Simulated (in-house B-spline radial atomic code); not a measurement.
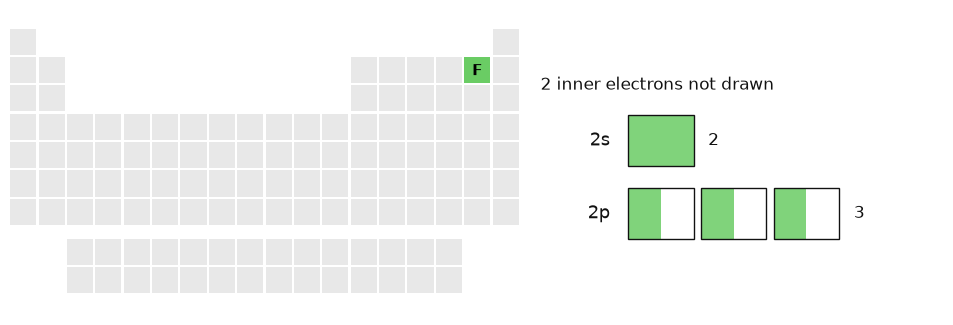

Figure 1. Left, the place of fluorine in the periodic table; right, the outer shells as the input fills them: a box for each of the 2l + 1 orbitals, shaded by the share of the shell that is filled, with the electron count at the right.

# RPA and GW calculation for F²⁺

- system: F²⁺, configuration [He] 2s2 2p3.
- method: RPA, second-order and SOSEX correlation energies and G0W0 (contour deformation) on a scalar-relativistic (spin-free one-electron X2C) mean field, all electrons, B-spline basis (in-house B-spline radial atomic code)

### Input file
```
Z = 9
electrons = 7.0
configuration = [He] 2s2 2p3
hamiltonian = x2c
method = lc_wpbe
lmax = 9
rms_radius = 2.8976
spin_polarised = True
box_radius = 17.55
intervals = 71
```

Launched within a batch (the task file carries these settings):
```bash
python <driver script> task.json out
```

The program writes its results to a structured record and prints no log; tables and figures of this report are taken from that record.

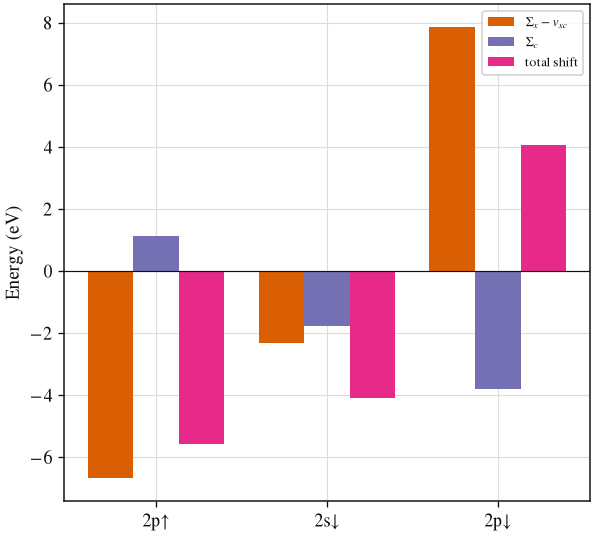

Figure 2. Parts of the G₀W₀ correction to each level for F²⁺ ([He] 2s² 2p³). All-electron spherical atom, scalar X2C, LC-wPBE start, no spin-orbit coupling, Breit or QED terms; computed with a B-spline radial code. The quasi-particle equation is solved at full frequency; levels of low quasi-particle weight Z are left out. Σ columns are in eV, and Σc holds an estimate for the angular momenta beyond the basis. G₀W₀ moves the highest occupied level, 2p↑, from −57.26 to −62.84 eV (renormalisation factor Z = 0.95); the semi-empirical removal energy is 62.71 eV, so the error is +0.13 eV. The empty level 2p↓ goes from −38.94 to −34.89 eV.

```csv
Level,Mean field (eV),Σx − vxc (eV),Σc (eV),Z,G₀W₀ (eV)
2p↑,−57.26,−6.69,1.11,0.95,−62.84
2s↓,−68.81,−2.33,−1.78,0.96,−72.92
2p↓,−38.94,7.86,−3.81,0.96,−34.89
```

### Key numbers

```
                                                                   quantity                      value
                                                                    outcome                  converged
                                                    mean-field total energy          −97.85191 hartree
                                     total energy with exact exchange alone          −97.69730 hartree
                                                      exact exchange energy           −9.19981 hartree
RPA correlation, extrapolated in the angular momentum of the empty orbitals           −0.33227 hartree
                                                 RPA correlation, as summed           −0.33101 hartree
                                                   direct second-order term           −0.37336 hartree
                                                 second-order exchange term            0.17211 hartree
                                                                 SOSEX term            0.15612 hartree
                                                                   hardware  1 CPU thread, shared host
                                                                  wall time                      1.4 s
```
